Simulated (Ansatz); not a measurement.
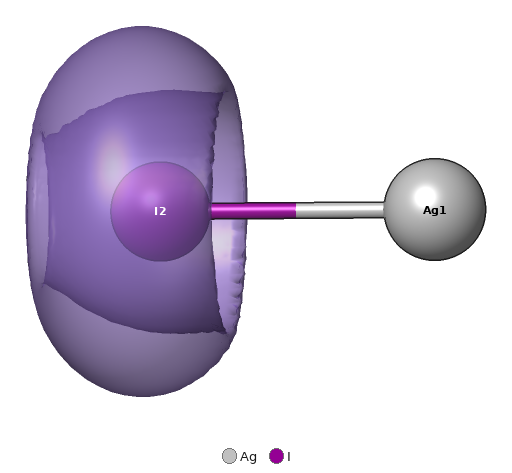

The picture shows: AgI (SMILES [Ag][I]). Isosurface of the ELF at 0.75 (purple), seen from one side. Core shells and regions of very low density are left out.

Geometry: PBE0-D4/def2-TZVP; core potentials replace the inner electrons of Ag and I.

Method: RKS PBE0-D4/def2-TZVPP in Ansatz 0.2.0.

```yaml
atoms:
  - { symbol: Ag, position_ang: [0.0000, 0.0000, -0.0104] }
  - { symbol: I, position_ang: [0.0000, 0.0000, 2.5550] }
```

Q: Describe the localisation domains.

A: At this value the surface marks out one ring or bowl of non-bonding electrons around I.

Values along the shortest contacts:
Ag–I (2.57 Å): the ELF peaks at about 0.55 in the valence shell of I, 1.1 Å from its nucleus, and is about 0.40 at the midpoint.
